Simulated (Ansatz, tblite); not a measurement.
# SiHMe2Br (C2H7BrSi): which spin state is lowest

Aim: set other spin states of SiHMe2Br (C2H7BrSi) against its singlet, on many levels of theory.

Computed with Ansatz 0.2.0, Gaussian basis. Level: as each input shows.

Levels to be run: triplet, at the geometry of the singlet (GFN1-xTB, GFN2-xTB, PBE0-D4/def2-TZVP, PBE-D4/def2-TZVP, r2SCAN-D4/def2-TZVP); the singlet's energies come from earlier runs.

## Step 1: The relaxed structure

The singlet was relaxed beforehand with r2SCAN-D4/def2-SVP.

11 atoms, charge 0, spin multiplicity 1.

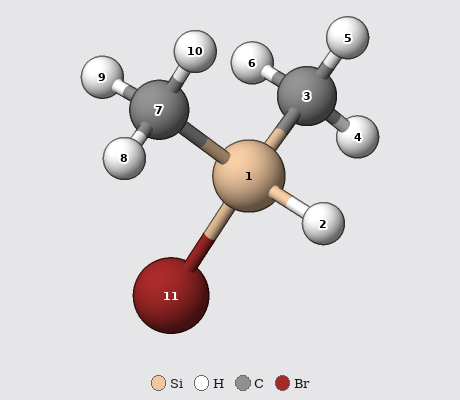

The geometry (silicon light orange, hydrogen white, carbon grey, bromine red); atoms are numbered from 1 in the order of the file.

Geometry (Å):

```xyz
11
C2H7BrSi
Si   -0.2568   -0.4374    0.4507
H    -0.2944   -0.5082    1.9409
C     1.5052   -0.5029   -0.1694
H     2.0139   -1.4173    0.1725
H     2.0735    0.3661    0.2032
H     1.5340   -0.4867   -1.2705
C    -1.1688    1.0745   -0.1620
H    -2.2117    1.0805    0.1904
H    -1.1797    1.1061   -1.2631
H    -0.6773    1.9916    0.2044
Br   -1.3379   -2.2663   -0.2969
```

## Step 2: Triplet at the fixed geometry, GFN1-xTB

Tight binding, by tblite at 300 K electronic temperature and without a spin-polarisation term:

```python
tblite.interface.Calculator('GFN1-xTB', numbers, positions, charge=0, uhf=2).singlepoint()
```

Energy -368.7373 eV; 0.018 s.

## Step 3: Triplet at the fixed geometry, GFN2-xTB

Tight binding, by tblite at 300 K electronic temperature and without a spin-polarisation term:

```python
tblite.interface.Calculator('GFN2-xTB', numbers, positions, charge=0, uhf=2).singlepoint()
```

Energy -366.5361 eV; 0.017 s.

## Step 4: Triplet at the fixed geometry, PBE0-D4/def2-TZVP

in.yaml reads:

```yaml
crystal:
  periodic: [false, false, false]
  atoms:
    - {symbol: Si, position_ang: [-0.256783, -0.437422, 0.450711]}
    - {symbol: H, position_ang: [-0.294363, -0.508185, 1.940940]}
    - {symbol: C, position_ang: [1.505175, -0.502859, -0.169445]}
    - {symbol: H, position_ang: [2.013886, -1.417275, 0.172455]}
    - {symbol: H, position_ang: [2.073538, 0.366060, 0.203157]}
    - {symbol: H, position_ang: [1.534001, -0.486748, -1.270509]}
    - {symbol: C, position_ang: [-1.168849, 1.074547, -0.162037]}
    - {symbol: H, position_ang: [-2.211727, 1.080538, 0.190384]}
    - {symbol: H, position_ang: [-1.179680, 1.106076, -1.263079]}
    - {symbol: H, position_ang: [-0.677251, 1.991604, 0.204352]}
    - {symbol: Br, position_ang: [-1.337937, -2.266325, -0.296928]}
basis:
  gaussian: {orbitals: def2-TZVP}
magnetization: {spin_polarized: true, initial_magnetization: 2}
hamiltonian: {xc: pbe0, dispersion: d4}
scf: {omitted_lower_state_checks: [starts]}
output: {orbitals: {seedname: orbitals}}
```

Started as:

```
ansatz run in.yaml --threads 4 --pin off --events-out ev --progress --plain --max-ram 3916MiB
```

The log of the run:

```text
Functional definition: PBE0
  name "PBE0"
  cite "Adamo & Barone, J. Chem. Phys. 110, 6158 (1999) doi:10.1063/1.478522"
  cite "Perdew, Burke & Ernzerhof, Phys. Rev. Lett. 77, 3865 (1996) doi:10.1103/PhysRevLett.77.3865"
  parent pbe
  parameter a = 0.25
  parameter kappa = 0.804
  parameter beta = 0.06672455060314922
  exchange = (1 - a)*pbe_x(kappa = kappa, mu = beta*pi^2/3) + a*exact_x
  correlation = pbe_c(beta = beta)
these checks for a lower state are left out or cut short: starts
1349 factors; their error is unknown
mean field evaluation 1: about -80082.2394 eV, gradient 4.9e1 eV
mean field evaluation 2: about -80063.0596 eV, gradient 7.0e1 eV
mean field evaluation 4: about -80093.8495 eV, gradient 5.5e0 eV
mean field evaluation 8: about -80094.0066 eV, gradient 2.4e-1 eV
mean field evaluation 16: about -80094.4672 eV, gradient 2.4e-3 eV
mean field evaluation 32: about -80094.4672 eV, gradient 6.7e-5 eV
mean field -80094.46722676 eV, -2943.4173806038 hartree, gradient 5.7e-6 eV, S^2 2.005224; 0 other end points of the search recorded, 0 dependent functions left out
reference -80094.46725888 eV, -2943.4173817840 hartree; 35, 33 occupied and 154, 156 virtual orbitals, 1349 factors
Total energy: -80094.67099817 eV, -2943.4248690647 hartree
Checks for a lower state left out: starts
```

It took 15 s on 4 threads of Intel Xeon at 2.70GHz, shared host; peak memory 1 GiB.

From the report: HOMO -1.66 eV, LUMO -6.52 eV (over both spins; with the spin held, an empty level of the minority spin lies below the top filled one); ⟨S²⟩ 2.005 (pure: 2.00).

## Step 5: Triplet at the fixed geometry, PBE-D4/def2-TZVP

start.molden holds the orbitals of an earlier run on this state, given as this run's starting guess.

in.yaml, as its differences from that of step 4:

```diff
@@ -15,5 +15,5 @@
 basis:
-  gaussian: {orbitals: def2-TZVP}
+  gaussian: {orbitals: def2-TZVP, initial_orbitals: start.molden}
 magnetization: {spin_polarized: true, initial_magnetization: 2}
-hamiltonian: {xc: pbe0, dispersion: d4}
+hamiltonian: {xc: pbe, dispersion: d4}
 scf: {omitted_lower_state_checks: [starts]}
```

The command is unchanged.

The log of the run:

```text
Functional definition: PBE
  name "PBE"
  cite "Perdew, Burke & Ernzerhof, Phys. Rev. Lett. 77, 3865 (1996) doi:10.1103/PhysRevLett.77.3865"
  parent pbe
  parameter kappa = 0.804
  parameter beta = 0.06672455060314922
  exchange = pbe_x(kappa = kappa, mu = beta*pi^2/3)
  correlation = pbe_c(beta = beta)
these checks for a lower state are left out or cut short: starts
1296 factors; their error is unknown
mean field evaluation 1: about -80090.9953 eV, gradient 8.1e0 eV
mean field evaluation 2: about -80091.1346 eV, gradient 3.4e-1 eV
mean field evaluation 4: about -80091.0893 eV, gradient 2.4e-1 eV
mean field evaluation 8: about -80091.0895 eV, gradient 1.2e-5 eV
mean field evaluation 16: about -80091.0895 eV, gradient 2.4e-5 eV
mean field -80091.08945332 eV, -2943.2932497194 hartree, gradient 1.6e-6 eV, S^2 2.002531; 0 other end points of the search recorded, 0 dependent functions left out
reference -80091.08949671 eV, -2943.2932513136 hartree; 35, 33 occupied and 154, 156 virtual orbitals, 1296 factors
Total energy: -80091.32849834 eV, -2943.3020344619 hartree
Checks for a lower state left out: starts
```

It took 6.5 s on 4 threads of Intel Xeon at 2.70GHz, shared host.

Report: HOMO -0.90 eV, LUMO -7.15 eV (over both spins; with the spin held, an empty level of the minority spin lies below the top filled one); ⟨S²⟩ 2.003 (pure: 2.00).

## Step 6: Triplet at the fixed geometry, r2SCAN-D4/def2-TZVP

in.yaml, as its differences from that of step 5:

```diff
@@ -17,3 +17,3 @@
 magnetization: {spin_polarized: true, initial_magnetization: 2}
-hamiltonian: {xc: pbe, dispersion: d4}
+hamiltonian: {xc: r2scan, dispersion: d4}
 scf: {omitted_lower_state_checks: [starts]}
```

Launched as before.

The log of the run (excerpt; [...] marks lines left out):

```text
Functional definition: r2SCAN
  name "r2SCAN"
  cite "Furness, Kaplan, Ning, Perdew & Sun, J. Phys. Chem. Lett. 11, 8208 (2020) doi:10.1021/acs.jpclett.0c02405"
  cite "Furness, Kaplan, Ning, Perdew & Sun, J. Phys. Chem. Lett. 11, 9248 (2020) doi:10.1021/acs.jpclett.0c03077"
  parent r2scan
[...]
1296 factors; their error is unknown
[...]
mean field -80106.21005223 eV, -2943.8489214800 hartree, gradient 5.0e-6 eV, S^2 2.006684; 0 other end points of the search recorded, 0 dependent functions left out
reference -80106.21006686 eV, -2943.8489220178 hartree; 35, 33 occupied and 154, 156 virtual orbitals, 1296 factors
Total energy: -80106.26840470 eV, -2943.8510658940 hartree
Checks for a lower state left out: starts
```

It took 13 s on 4 threads of Intel Xeon at 2.70GHz, shared host.

From the report: HOMO -0.99 eV, LUMO -7.18 eV (over both spins; with the spin held, an empty level of the minority spin lies below the top filled one); ⟨S²⟩ 2.007 (pure: 2.00).

## Step 7: Triplet less singlet, vertical

The singlet's energies are those of its earlier runs, whose logs aren't repeated here.

```csv
level,"triplet less singlet, vertical (eV)",time
GFN1-xTB,+6.725,0.026 s
GFN2-xTB,+6.276,0.023 s
PBE-D4/def2-TZVP,+6.359,7.9 s
r2SCAN-D4/def2-TZVP,+6.676,15 s
PBE0-D4/def2-TZVP,+6.756,18 s
```

Times add the two runs; a level without a time comes out of a correlated run. Tight binding without a spin term can't rank spin states.

## Step 8: Summary of results

| quantity | value |
| --- | --- |
| triplet less singlet, vertical, functionals in def2-TZVP | +6.359 (PBE-D4) to +6.756 eV (PBE0-D4) |

All functionals put the triplet above the singlet, over a spread of 0.397 eV. The checks for a lower triplet were left out, so another state of that spin may lie lower. These are electronic energies, without zero-point motion, entropy or surroundings.
